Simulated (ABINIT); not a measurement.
## Beyond one shot: PbO (Massicot)

Aim: iterate the self-energy on PbO (Massicot) and follow the gap from cycle to cycle.

Program: ABINIT 10.8.3. Level of theory: LDA and many-body steps on it, plane waves. Results are calculated unless marked as measured.

**What was measured.**

- Gap 2.5 eV: literature experimental band gap; bulk crystal (literature value for beta-PbO) (quoted in “X-ray spectroscopic study of amorphous and polycrystalline PbO films, α-PbO, and β-PbO for direct conversion imaging”, 2017, pmc:5640621).

This is a report of a sequence of runs, with most program output left out.

### Step 1. Set-up

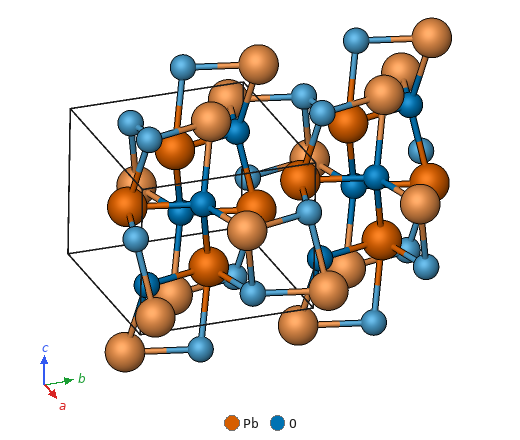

Start, viewed slightly off an axis; lead orange, oxygen blue. 1×2×1 cells are drawn. Some periodic images of atoms are drawn too.

The cell and positions come from the Crystallography Open Database and are kept as given unless a step says otherwise. Spin-orbit coupling is left out unless a step names it.

### Step 2. Empty states on the mesh, 2×2×2 mesh, 171 bands

This step: ABINIT 10.8.3; DFT, LDA, plane waves, norm-conserving pseudopotentials.

The sums over transitions need many empty states on a uniform mesh; this step solves for them.

File run.abi:

```
acell 3*1.0 Angstrom
rprim 
  5.893100000000 0.000000000000 0.000000000000
  0.000000000000 5.490400000000 0.000000000000
  0.000000000000 0.000000000000 4.752800000000
ntypat 2
znucl 82 8
natom 8
typat 1 1 1 1 2 2 2 2
xred 
  0.229700000000 0.988400000000 0.250000000000
  0.770300000000 0.011600000000 0.750000000000
  0.229700000000 0.511600000000 0.750000000000
  0.770300000000 0.488400000000 0.250000000000
  0.865300000000 0.091700000000 0.250000000000
  0.134700000000 0.908300000000 0.750000000000
  0.865300000000 0.408300000000 0.750000000000
  0.134700000000 0.591700000000 0.250000000000
pp_dirpath "pseudos"
pseudos "Pb.upf, O.upf"
ecut 42
ngkpt 2 2 2
nshiftk 1
shiftk 0 0 0
kptopt 1
chksymbreak 0
iscf -2
irdden 1
istwfk *1
nband 171
nbdbuf 14
tolwfr 1e-09
nstep 60
prtvol 0
indata_prefix "in"
outdata_prefix "out"
tmpdata_prefix "tmp"
```

On the command line:

```
OMP_NUM_THREADS=2 mpirun -n 8 abinit run.abi > log
```

It took 62 s on 8 MPI ranks of Arm Neoverse V2, shared host; peak memory 0.94 GiB.

Numbers from this step:

| Quantity | Value |
| --- | --- |
| gap | 2.475 eV |
| k of the valence top | 0.5, 0, 0 |
| k of the conduction bottom | 0.5, 0.5, 0.5 |
| least direct gap | 2.745 eV |
| k points computed | 8 |
| lowest point of the top converged band, above the valence top | 37.61 eV |

On this mesh the gap is 2.475 eV.

The density comes from a self-consistent run that is not shown.

### Step 3. Screening, 2×2×2 mesh, 157 bands, screening to 106.1 eV

The RPA dielectric matrix is built and inverted for each q.

This step: RPA screening on LDA, plane waves, norm-conserving pseudopotentials.

Changes to run.abi since step 2:

```diff
@@ -26,10 +26,11 @@
 chksymbreak 0
-iscf -2
-irdden 1
 istwfk *1
-nband 171
-nbdbuf 14
-tolwfr 1e-09
-nstep 60
-prtvol 0
+occopt 1
+irdwfk 1
+optdriver 3
+nband 157
+ecuteps 3.9
+inclvkb 2
+awtr 1
+symchi 1
 indata_prefix "in"
```

On the command line:

```
OMP_NUM_THREADS=1 mpirun -n 16 abinit run.abi > log
```

Run time: 70 s. Hardware: 16 MPI ranks; peak memory 12 GiB.

This step gave:

* ε∞ with local fields, on this mesh, along the program's q direction: 6.213
* the same without local fields: 6.970
* plasma frequency: 31.69 eV
* plane waves in the screening matrix: 375

Local fields lower ε∞ by 11 %. On a Γ-centred mesh this coarse the value itself is usually too large, while a short band sum pulls it down.

### Step 4. G0W0

The self-energy is evaluated for the states that the input lists, and the levels follow from it, in one-shot runs by the linearised quasiparticle equation.

This step: G0W0 on LDA, plane waves, norm-conserving pseudopotentials.

Changes to run.abi since step 3:

```diff
@@ -29,8 +29,19 @@
 irdwfk 1
-optdriver 3
+optdriver 4
 nband 157
+gwcalctyp 0
+ecutsigx 42
+symsigma 1
+nkptgw 3
+kptgw 
+  0.5000000000 0.0000000000 0.0000000000
+  0.5000000000 0.5000000000 0.5000000000
+  0.0000000000 0.0000000000 0.0000000000
+bdgw 
+  55 58
+  53 60
+  55 58
 ecuteps 3.9
-inclvkb 2
-awtr 1
-symchi 1
+irdscr 1
+ppmodel 1
 indata_prefix "in"
```

Run time: 13 s. Hardware: 16 MPI ranks; peak memory 5.4 GiB; 3.3 min of CPU time.

Numbers from this step:

| Quantity | Value |
| --- | --- |
| G0W0 gap on the points computed | 3.291 eV |
| starting gap on the mesh | 2.475 eV |
| k of the valence top | 0, 0, 0 |
| k of the conduction bottom | 0.5, 0.5, 0.5 |
| Z at the valence top | 0.784 |
| Z at the conduction bottom | 0.824 |
| least direct G0W0 gap on the computed points | 3.632 eV |

The gap on the mesh goes from 2.48 eV to 3.29 eV, a correction of +0.82 eV.

### Step 5. evGW0, cycle 1

This step: evGW0 on LDA, plane waves, norm-conserving pseudopotentials.

Changes to run.abi since step 4:

```diff
@@ -31,14 +31,24 @@
 nband 157
-gwcalctyp 0
+gwcalctyp 10
 ecutsigx 42
 symsigma 1
-nkptgw 3
+nkptgw 8
 kptgw 
+  0.0000000000 0.0000000000 0.0000000000
   0.5000000000 0.0000000000 0.0000000000
+  0.0000000000 0.5000000000 0.0000000000
+  0.5000000000 0.5000000000 0.0000000000
+  0.0000000000 0.0000000000 0.5000000000
+  0.5000000000 0.0000000000 0.5000000000
+  0.0000000000 0.5000000000 0.5000000000
   0.5000000000 0.5000000000 0.5000000000
-  0.0000000000 0.0000000000 0.0000000000
 bdgw 
-  55 58
-  53 60
-  55 58
+  41 64
+  41 64
+  41 64
+  41 64
+  41 64
+  41 64
+  41 64
+  41 64
 ecuteps 3.9
```

It took 2 min on 16 MPI ranks; peak memory 18 GiB.

This step gave:

```
quasiparticle gap on the mesh                         : 3.444 eV
gap of the density functional on the mesh             : 2.475 eV
k of the valence top                                  : 0, 0, 0
k of the conduction bottom                            : 0.5, 0.5, 0.5
Z at the valence top                                  : 0.784
Z at the conduction bottom                            : 0.824
least direct quasiparticle gap on the computed points : 3.782 eV
```

Against G0W0 in ABINIT (2×2×2 mesh, 157 bands, screening to 106.1 eV, Godby-Needs plasmon pole), the gap moves by +0.153 eV. This first cycle still uses the starting levels; it takes the full correction, at all points of the mesh, and its linearised value is 3.291 eV.

### Step 6. evGW0, cycle 2

The corrected levels of the last cycle go back in.

Changes to run.abi since step 5:

```diff
@@ -56,2 +56,3 @@
 ppmodel 1
+irdqps 1
 indata_prefix "in"
```

Elapsed: 2 min, on 16 MPI ranks; peak memory 18 GiB; 32 min of CPU time.

This step gave:

```
quasiparticle gap on the mesh                         : 3.342 eV
gap of the density functional on the mesh             : 2.475 eV
k of the valence top                                  : 0, 0, 0
k of the conduction bottom                            : 0.5, 0.5, 0.5
least direct quasiparticle gap on the computed points : 3.693 eV
```

Against the cycle before, the gap moves by −0.102 eV.

### Step 7. evGW0, cycle 3

run.abi is that of step 6.

Wall time 2 min (16 MPI ranks); peak memory 18 GiB; 32 min of CPU time.

This step gave:

```
quasiparticle gap on the mesh                         : 3.351 eV
gap of the density functional on the mesh             : 2.475 eV
k of the valence top                                  : 0, 0, 0
k of the conduction bottom                            : 0.5, 0.5, 0.5
least direct quasiparticle gap on the computed points : 3.697 eV
```

Against the cycle before, the gap moves by +0.009 eV.

### Step 8. Screening, 2×2×2 mesh, 157 bands, screening to 106.1 eV

This step: RPA screening on LDA, plane waves, norm-conserving pseudopotentials.

Changes to run.abi since step 7:

```diff
@@ -29,30 +29,13 @@
 irdwfk 1
-optdriver 4
+optdriver 3
 nband 157
+ecuteps 3.9
+inclvkb 2
+awtr 1
+symchi 1
 gwcalctyp 10
-ecutsigx 42
-symsigma 1
-nkptgw 8
-kptgw 
-  0.0000000000 0.0000000000 0.0000000000
-  0.5000000000 0.0000000000 0.0000000000
-  0.0000000000 0.5000000000 0.0000000000
-  0.5000000000 0.5000000000 0.0000000000
-  0.0000000000 0.0000000000 0.5000000000
-  0.5000000000 0.0000000000 0.5000000000
-  0.0000000000 0.5000000000 0.5000000000
-  0.5000000000 0.5000000000 0.5000000000
-bdgw 
-  41 64
-  41 64
-  41 64
-  41 64
-  41 64
-  41 64
-  41 64
-  41 64
-ecuteps 3.9
-irdscr 1
-ppmodel 1
-irdqps 1
+mbpt_sciss 1.012 eV
+nqptdm 1
+qptdm 
+  0 0 0
 indata_prefix "in"
```

Run time: 47 s. Hardware: 16 MPI ranks; peak memory 12 GiB; 12 min of CPU time.

Numbers from this step:

```
ε∞ with local fields, on this mesh, along the program's q direction : 5.416
the same without local fields                                       : 6.019
plasma frequency                                                    : 31.69 eV
plane waves in the screening matrix                                 : 375
```

This screening uses the functional's bands under a rigid shift, the mean opening of the cycle before.

### Step 9. Screening, 2×2×2 mesh, 157 bands, screening to 106.1 eV

This step: RPA screening on LDA from quasiparticle energies, plane waves, norm-conserving pseudopotentials.

Changes to run.abi since step 8:

```diff
@@ -35,7 +35,13 @@
 symchi 1
+irdqps 1
 gwcalctyp 10
-mbpt_sciss 1.012 eV
-nqptdm 1
+nqptdm 7
 qptdm 
-  0 0 0
+  0.5000000000 0.0000000000 0.0000000000
+  0.0000000000 0.5000000000 0.0000000000
+  0.5000000000 0.5000000000 0.0000000000
+  0.0000000000 0.0000000000 0.5000000000
+  0.5000000000 0.0000000000 0.5000000000
+  0.0000000000 0.5000000000 0.5000000000
+  0.5000000000 0.5000000000 0.5000000000
 indata_prefix "in"
```

File mrgscr.stdin:

```
2
merged
q0_SCR
out_SCR
1
```

On the command line:

```
OMP_NUM_THREADS=1 mpirun -n 16 abinit run.abi > log; mrgscr < mrgscr.stdin
```

Elapsed: 26 s, on 16 MPI ranks; peak memory 11 GiB.

This step gave:

```yaml
plasma_frequency: 31.69 eV
plane_waves_in_the_screening_matrix: 375
```

This screening reads the quasiparticle levels of the cycle before.

### Step 10. evGW, cycle 1

This step: evGW on LDA, plane waves, norm-conserving pseudopotentials.

Changes to run.abi since step 9:

```diff
@@ -29,12 +29,10 @@
 irdwfk 1
-optdriver 3
+optdriver 4
 nband 157
-ecuteps 3.9
-inclvkb 2
-awtr 1
-symchi 1
-irdqps 1
 gwcalctyp 10
-nqptdm 7
-qptdm 
+ecutsigx 42
+symsigma 1
+nkptgw 8
+kptgw 
+  0.0000000000 0.0000000000 0.0000000000
   0.5000000000 0.0000000000 0.0000000000
@@ -46,2 +44,15 @@
   0.5000000000 0.5000000000 0.5000000000
+bdgw 
+  41 64
+  41 64
+  41 64
+  41 64
+  41 64
+  41 64
+  41 64
+  41 64
+ecuteps 3.9
+irdscr 1
+ppmodel 1
+irdqps 1
 indata_prefix "in"
```

On the command line:

```
OMP_NUM_THREADS=1 mpirun -n 16 abinit run.abi > log
```

Wall time 2 min (16 MPI ranks); peak memory 18 GiB; 32 min of CPU time.

Numbers from this step:

| Property | Result |
| --- | --- |
| quasiparticle gap on the mesh | 3.529 eV |
| gap of the density functional on the mesh | 2.475 eV |
| k of the valence top | 0, 0, 0 |
| k of the conduction bottom | 0.5, 0.5, 0.5 |
| least direct quasiparticle gap on the computed points | 3.897 eV |

Against G0W0 in ABINIT (2×2×2 mesh, 157 bands, screening to 106.1 eV, Godby-Needs plasmon pole), the gap moves by +0.238 eV.

### Step 11. Screening, 2×2×2 mesh, 157 bands, screening to 106.1 eV

This step: RPA screening on LDA, plane waves, norm-conserving pseudopotentials.

Changes to run.abi since step 10:

```diff
@@ -29,30 +29,13 @@
 irdwfk 1
-optdriver 4
+optdriver 3
 nband 157
+ecuteps 3.9
+inclvkb 2
+awtr 1
+symchi 1
 gwcalctyp 10
-ecutsigx 42
-symsigma 1
-nkptgw 8
-kptgw 
-  0.0000000000 0.0000000000 0.0000000000
-  0.5000000000 0.0000000000 0.0000000000
-  0.0000000000 0.5000000000 0.0000000000
-  0.5000000000 0.5000000000 0.0000000000
-  0.0000000000 0.0000000000 0.5000000000
-  0.5000000000 0.0000000000 0.5000000000
-  0.0000000000 0.5000000000 0.5000000000
-  0.5000000000 0.5000000000 0.5000000000
-bdgw 
-  41 64
-  41 64
-  41 64
-  41 64
-  41 64
-  41 64
-  41 64
-  41 64
-ecuteps 3.9
-irdscr 1
-ppmodel 1
-irdqps 1
+mbpt_sciss 1.208 eV
+nqptdm 1
+qptdm 
+  0 0 0
 indata_prefix "in"
```

It took 47 s on 16 MPI ranks; peak memory 12 GiB; 12 min of CPU time.

Numbers from this step:

* ε∞ with local fields, on this mesh, along the program's q direction: 5.293
* the same without local fields: 5.873
* plasma frequency: 31.69 eV
* plane waves in the screening matrix: 375

This screening uses the functional's bands under a rigid shift, the mean opening of the cycle before.

### Step 12. Screening, 2×2×2 mesh, 157 bands, screening to 106.1 eV

This step: RPA screening on LDA from quasiparticle energies, plane waves, norm-conserving pseudopotentials.

Changes to run.abi since step 11:

```diff
@@ -35,7 +35,13 @@
 symchi 1
+irdqps 1
 gwcalctyp 10
-mbpt_sciss 1.208 eV
-nqptdm 1
+nqptdm 7
 qptdm 
-  0 0 0
+  0.5000000000 0.0000000000 0.0000000000
+  0.0000000000 0.5000000000 0.0000000000
+  0.5000000000 0.5000000000 0.0000000000
+  0.0000000000 0.0000000000 0.5000000000
+  0.5000000000 0.0000000000 0.5000000000
+  0.0000000000 0.5000000000 0.5000000000
+  0.5000000000 0.5000000000 0.5000000000
 indata_prefix "in"
```

mrgscr.stdin is that of step 9.

On the command line:

```
OMP_NUM_THREADS=1 mpirun -n 16 abinit run.abi > log; mrgscr < mrgscr.stdin
```

The job ended after 26 s (16 MPI ranks; peak memory 11 GiB; 6.9 min of CPU time).

This step gave:

| Property | Result |
| --- | --- |
| plasma frequency | 31.69 eV |
| plane waves in the screening matrix | 375 |

This screening reads the quasiparticle levels of the cycle before.

### Step 13. evGW, cycle 2

This step: evGW on LDA, plane waves, norm-conserving pseudopotentials.

Changes to run.abi since step 12:

```diff
@@ -29,12 +29,10 @@
 irdwfk 1
-optdriver 3
+optdriver 4
 nband 157
-ecuteps 3.9
-inclvkb 2
-awtr 1
-symchi 1
-irdqps 1
 gwcalctyp 10
-nqptdm 7
-qptdm 
+ecutsigx 42
+symsigma 1
+nkptgw 8
+kptgw 
+  0.0000000000 0.0000000000 0.0000000000
   0.5000000000 0.0000000000 0.0000000000
@@ -46,2 +44,15 @@
   0.5000000000 0.5000000000 0.5000000000
+bdgw 
+  41 64
+  41 64
+  41 64
+  41 64
+  41 64
+  41 64
+  41 64
+  41 64
+ecuteps 3.9
+irdscr 1
+ppmodel 1
+irdqps 1
 indata_prefix "in"
```

On the command line:

```
OMP_NUM_THREADS=1 mpirun -n 16 abinit run.abi > log
```

The job ended after 2 min (16 MPI ranks; peak memory 18 GiB; 31 min of CPU time).

This step gave:

```
quasiparticle gap on the mesh                         : 3.547 eV
gap of the density functional on the mesh             : 2.475 eV
k of the valence top                                  : 0, 0, 0
k of the conduction bottom                            : 0.5, 0.5, 0.5
least direct quasiparticle gap on the computed points : 3.919 eV
```

Against the cycle before, the gap moves by +0.018 eV.

### Step 14. Screening, 2×2×2 mesh, 157 bands, screening to 106.1 eV

This step: RPA screening on LDA, plane waves, norm-conserving pseudopotentials.

Changes to run.abi since step 13:

```diff
@@ -29,30 +29,13 @@
 irdwfk 1
-optdriver 4
+optdriver 3
 nband 157
+ecuteps 3.9
+inclvkb 2
+awtr 1
+symchi 1
 gwcalctyp 10
-ecutsigx 42
-symsigma 1
-nkptgw 8
-kptgw 
-  0.0000000000 0.0000000000 0.0000000000
-  0.5000000000 0.0000000000 0.0000000000
-  0.0000000000 0.5000000000 0.0000000000
-  0.5000000000 0.5000000000 0.0000000000
-  0.0000000000 0.0000000000 0.5000000000
-  0.5000000000 0.0000000000 0.5000000000
-  0.0000000000 0.5000000000 0.5000000000
-  0.5000000000 0.5000000000 0.5000000000
-bdgw 
-  41 64
-  41 64
-  41 64
-  41 64
-  41 64
-  41 64
-  41 64
-  41 64
-ecuteps 3.9
-irdscr 1
-ppmodel 1
-irdqps 1
+mbpt_sciss 1.230 eV
+nqptdm 1
+qptdm 
+  0 0 0
 indata_prefix "in"
```

It took 48 s on 16 MPI ranks; peak memory 12 GiB.

This step gave:

- ε∞ with local fields, on this mesh, along the program's q direction: 5.279
- the same without local fields: 5.858
- plasma frequency: 31.69 eV
- plane waves in the screening matrix: 375

This screening uses the functional's bands under a rigid shift, the mean opening of the cycle before.

### Step 15. Screening, 2×2×2 mesh, 157 bands, screening to 106.1 eV

This step: RPA screening on LDA from quasiparticle energies, plane waves, norm-conserving pseudopotentials.

Changes to run.abi since step 14:

```diff
@@ -35,7 +35,13 @@
 symchi 1
+irdqps 1
 gwcalctyp 10
-mbpt_sciss 1.230 eV
-nqptdm 1
+nqptdm 7
 qptdm 
-  0 0 0
+  0.5000000000 0.0000000000 0.0000000000
+  0.0000000000 0.5000000000 0.0000000000
+  0.5000000000 0.5000000000 0.0000000000
+  0.0000000000 0.0000000000 0.5000000000
+  0.5000000000 0.0000000000 0.5000000000
+  0.0000000000 0.5000000000 0.5000000000
+  0.5000000000 0.5000000000 0.5000000000
 indata_prefix "in"
```

mrgscr.stdin is that of step 12.

On the command line:

```
OMP_NUM_THREADS=1 mpirun -n 16 abinit run.abi > log; mrgscr < mrgscr.stdin
```

Run time: 28 s. Hardware: 16 MPI ranks; peak memory 11 GiB.

This step gave:

- plasma frequency: 31.69 eV
- plane waves in the screening matrix: 375

This screening reads the quasiparticle levels of the cycle before.

### Step 16. evGW, cycle 3

This step: evGW on LDA, plane waves, norm-conserving pseudopotentials.

Changes to run.abi since step 15:

```diff
@@ -29,12 +29,10 @@
 irdwfk 1
-optdriver 3
+optdriver 4
 nband 157
-ecuteps 3.9
-inclvkb 2
-awtr 1
-symchi 1
-irdqps 1
 gwcalctyp 10
-nqptdm 7
-qptdm 
+ecutsigx 42
+symsigma 1
+nkptgw 8
+kptgw 
+  0.0000000000 0.0000000000 0.0000000000
   0.5000000000 0.0000000000 0.0000000000
@@ -46,2 +44,15 @@
   0.5000000000 0.5000000000 0.5000000000
+bdgw 
+  41 64
+  41 64
+  41 64
+  41 64
+  41 64
+  41 64
+  41 64
+  41 64
+ecuteps 3.9
+irdscr 1
+ppmodel 1
+irdqps 1
 indata_prefix "in"
```

On the command line:

```
OMP_NUM_THREADS=1 mpirun -n 16 abinit run.abi > log
```

Wall time 2 min (16 MPI ranks); peak memory 18 GiB; 32 min of CPU time.

Numbers from this step:

* quasiparticle gap on the mesh: 3.549 eV
* gap of the density functional on the mesh: 2.475 eV
* k of the valence top: 0, 0, 0
* k of the conduction bottom: 0.5, 0.5, 0.5
* least direct quasiparticle gap on the computed points: 3.921 eV

Against the cycle before, the gap moves by +0.002 eV.

### Step 17. Side by side

Times are wall times on 16 MPI ranks of Arm Neoverse V2, shared host, good to a factor of about two. A run's time includes the screening step that it read.

| run | mesh | bands | screening cutoff (eV) | DFT gap (eV) | gap on the mesh (eV) | direct (eV) | ε∞ used | time |
| --- | --- | --- | --- | --- | --- | --- | --- | --- |
| G0W0 | 2×2×2 | 157 | 106.1 | 2.475 | 3.291 | 3.632 | 6.21 | 82 s |
| evGW0, cycle 1 | 2×2×2 | 157 | 106.1 | 2.475 | 3.444 | 3.782 | 6.21 | 3.2 min |
| evGW0, cycle 2 | 2×2×2 | 157 | 106.1 | 2.475 | 3.342 | 3.693 | 6.21 | 3.1 min |
| evGW0, cycle 3 | 2×2×2 | 157 | 106.1 | 2.475 | 3.351 | 3.697 | 6.21 | 3.2 min |
| evGW, cycle 1 | 2×2×2 | 157 | 106.1 | 2.475 | 3.529 | 3.897 | 5.42 | 3.2 min |
| evGW, cycle 2 | 2×2×2 | 157 | 106.1 | 2.475 | 3.547 | 3.919 | 5.29 | 3.2 min |
| evGW, cycle 3 | 2×2×2 | 157 | 106.1 | 2.475 | 3.549 | 3.921 | 5.28 | 3.3 min |

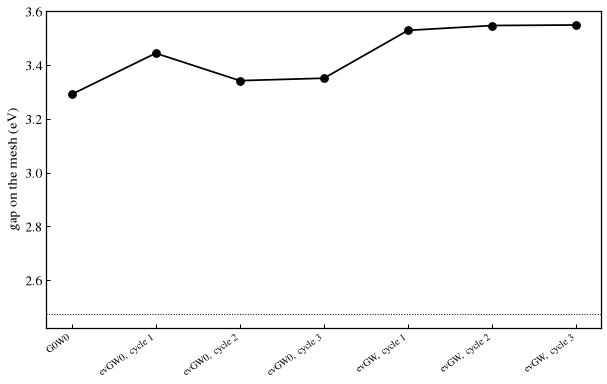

The gap through the cycles; the dotted line is the starting gap.

### Step 18. Outcome

- G0W0: 3.291 eV
- evGW0, cycle 1: 3.444 eV
- evGW0, cycle 2: 3.342 eV
- evGW0, cycle 3: 3.351 eV
- evGW, cycle 1: 3.529 eV
- evGW, cycle 2: 3.547 eV
- evGW, cycle 3: 3.549 eV
- known limits: not at the basis limit; no spin-orbit coupling; coarse k mesh

Only the bands that the input lists are updated; the others, empty or deep, keep the functional's energies or take a rigid shift. The evGW loop starts from the last levels of evGW0, so its cycles and time come on top of those. evGW0 ends at 3.35 eV, +0.06 eV from G0W0, after 3 cycles that took 6 min beside the first screening; the last moved the gap by 0.009 eV. evGW ends at 3.55 eV, +0.26 eV from G0W0, after 3 cycles that took 9.6 min beside the first screening; the last moved the gap by 0.002 eV. The first cycle of evGW0 takes the full correction, without the factor Z, so it overshoots the one-shot value. Against experiment, by evGW, cycle 3: the gap of 3.55 eV lies +1.05 eV from the measured 2.5 eV (kind not stated, quoted 2017). These are gaps on the mesh, at modest bands and cutoff. The calculation has static nuclei and no excitons; a measured gap holds zero-point and thermal motion, which mostly lowers it. Bands and cutoff are finite, so the gap is not at the basis limit. The miss can reach some tenths of an eV and take either sign; the mesh is an error of its own. A denser mesh or path gives a starting gap of 2.08 eV: the GW mesh misses a band edge, so its gaps are not the fundamental one. The 2×2×2 mesh is coarse for this cell, which bears on the long-range parts of exchange and screening. Where an edge is built on 6p states of lead, bismuth or thallium, scalar-relativistic gaps usually stand too wide, by a few tenths to over one eV. In the updated screening the q = 0 part is built from Kohn-Sham bands under a rigid shift, the other q from the quasiparticle levels. The many-body steps are scalar-relativistic: spin-orbit coupling is not in them.

[Paths, hosts, dates, memory and timing lines, banners, echoed tables and standing remarks are left out of the program output.]

[Logs are printed without paths, hosts, clocks, repeated set-up lines and the standing remarks that a program may print on its own settings, such as how far it seeks lower states.]

[Runs of the session that timed out or met a known fault of the program may be left out.]

[Hosts, paths, dates, database ids (printed as entryN), source tags and the programs' standing remarks are cut or masked in the printed files.]

[G0W0 gaps are taken among the corrected bands and points alone; a level outside them can change the order at an edge.]

[Where Ansatz stands beside ABINIT at settings called matched, ABINIT's density can come from a denser mesh and the files from another edition; pairs whose starting gaps differed by over 0.03 eV were left out, so agreement reads better than it is.]
